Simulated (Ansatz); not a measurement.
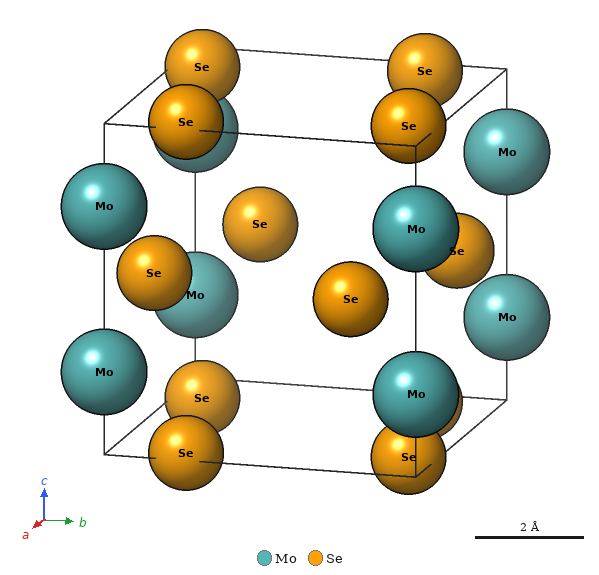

An orthographic spheres-only view of the structure, slightly off an axis. Lines trace the edges of the simulation cell.

```xyz
10
Lattice="6.0550 0.0000 0.0000 0.0000 6.0550 0.0000 0.0000 0.0000 6.3709" Properties=species:S:1:pos:R:3 pbc="T T T"
Mo    0.0000    0.0000    1.5927
Mo    0.0000    0.0000    4.7782
Se    1.4284    0.5577    0.0000
Se    5.4974    1.4284    0.0000
Se    4.6266    5.4974    0.0000
Se    0.5577    4.6266    0.0000
Se    1.4284    5.4974    3.1854
Se    5.4974    4.6266    3.1854
Se    4.6266    0.5577    3.1854
Se    0.5577    1.4284    3.1854
```

Electronic-structure method: DFT, PAW plane waves, r2SCAN (Ansatz). Parameters: wavefunction cutoff 500 eV, Brillouin-zone sampling on a 4×4×4 mesh, cold smearing of 0.08 eV, no spin polarisation. The pressure of the cell is 72 GPa.

**What net charge does each kind of atom have (Bader)?**

Mo +0.62 e; Se -0.15 e.

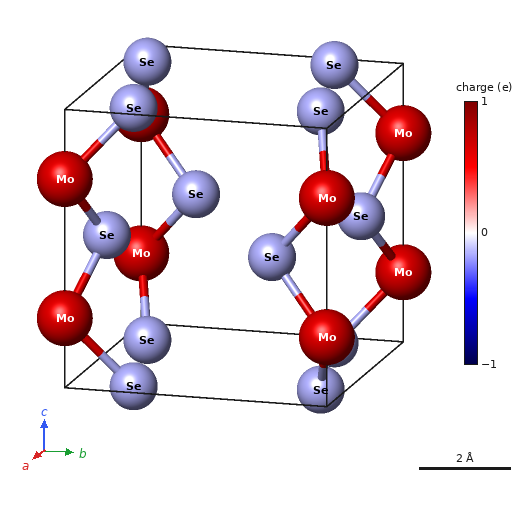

The atoms coloured by those charges.

The structure is a generated cell, made by putting these elements into a known structure type (the compound may or may not exist in this form); no relaxation was done. It went into a calculation with Ansatz.

At this level of theory the cell isn't at rest (compressed, at 72 GPa and forces up to 15.3 eV/Å), so its distances can differ from those at equilibrium, the more so the softer the solid.
